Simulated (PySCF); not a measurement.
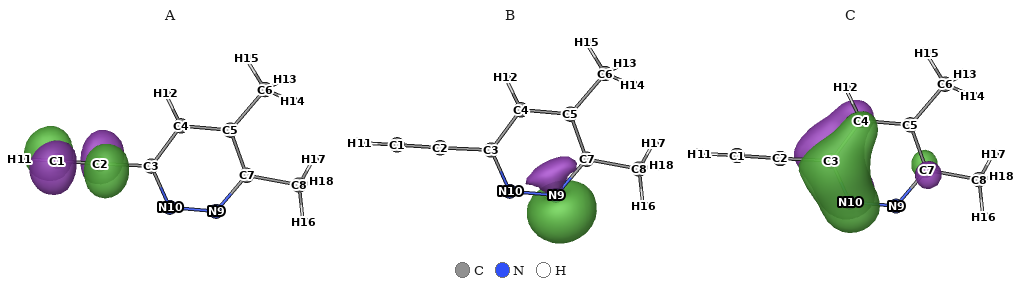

Figure 1: C8H8N2, SMILES `C#Cc1cc(C)c(C)nn1`. Intrinsic bond orbitals (IBO), occupied and valence-virtual; each surface holds about 80 % of the orbital's density. Energies are diagonal elements of the Fock matrix.

PySCF calculation, HF/6-31G*, gas phase; geometry: GFN2-xTB. No frequency check shows the geometry to be a minimum.

### What does each orbital represent in a Lewis picture?

By panel:
- A: π* orbital C1–C2 (C1 50 %, C2 48 %; 8.6 eV)
- B: lone pair on N9 (sp1.9-type) (N9 98 %; −14.7 eV)
- C: delocalised π orbital mainly over C3, N10 and C4 (C3 47 %, N10 34 %, C4 11 %; −12.4 eV)

Cost of the run: 15 s on 1 thread of AMD EPYC (Zen 3), with other jobs on the host, peak memory 0.61 GiB.
